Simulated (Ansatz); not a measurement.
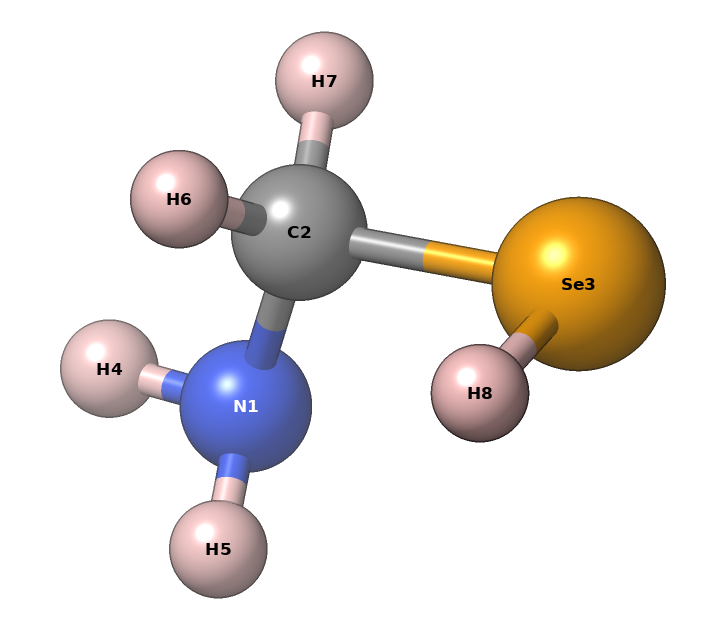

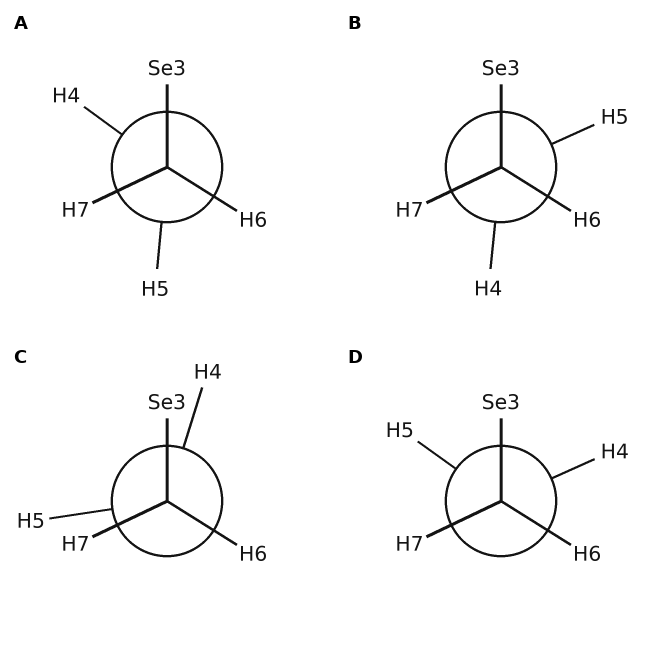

Distant atoms are faded towards the background colour. Bonds that would overlap in a projection are set slightly apart. The geometry was computed by an optimisation with PBE0-D4/def2-TZVP.

Which Newman projection shows the view along C2–N1, with C2 in front?

Answer. B. The torsion angle Se3–C2–N1–H4 is −174°, antiperiplanar (anti).
